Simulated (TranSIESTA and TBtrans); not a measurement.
Junction: Au chain with one bond stretched by 1.5 Å. Leads: straight Au chain, spacing 2.55 Å. Geometry: as built, not relaxed.

Method: TranSIESTA and TBtrans, PBE, DZP numerical orbitals (energy shift 0.15 eV), PseudoDojo norm-conserving scalar-relativistic potentials, mesh cutoff 200 Ry, 300 K, no spin polarisation, no spin-orbit coupling; self-consistent non-equilibrium Green functions.

Energies count from the leads' Fermi level. Transmissions are for one spin of a degenerate pair. The energy step is 0.01 eV; narrower resonances are cut or missed.

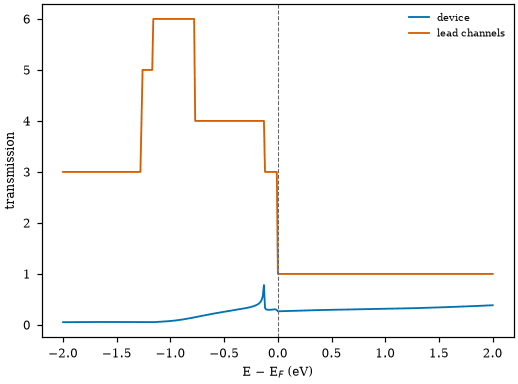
Figure: Transmission against energy

| E (eV) | T | lead channels |
|---|---|---|
| -2.00 | 0.054 | 3 |
| -1.80 | 0.057 | 3 |
| -1.60 | 0.058 | 3 |
| -1.40 | 0.057 | 3 |
| -1.20 | 0.053 | band edge |
| -1.00 | 0.076 | band edge |
| -0.80 | 0.14 | band edge |
| -0.60 | 0.22 | 4 |
| -0.40 | 0.29 | 4 |
| -0.20 | 0.39 | 4 |
| 0.00 | 0.27 | 1 |
| 0.20 | 0.28 | 1 |
| 0.40 | 0.29 | 1 |
| 0.60 | 0.30 | 1 |
| 0.80 | 0.31 | 1 |
| 1.00 | 0.31 | 1 |
| 1.20 | 0.32 | 1 |
| 1.40 | 0.34 | 1 |
| 1.60 | 0.35 | 1 |
| 1.80 | 0.37 | 1 |
| 2.00 | 0.39 | 1 |

The leads' channel count changes near -0.01 eV, within the thermal window, so values at the Fermi level hang on where that band edge falls. The straight chain is held at its spacing; free chains may zigzag or dimerise. No spin-polarised start was tried, so a magnetic state, if there is one, is missed. Spin-orbit coupling, left out here, matters for the heavy atoms.
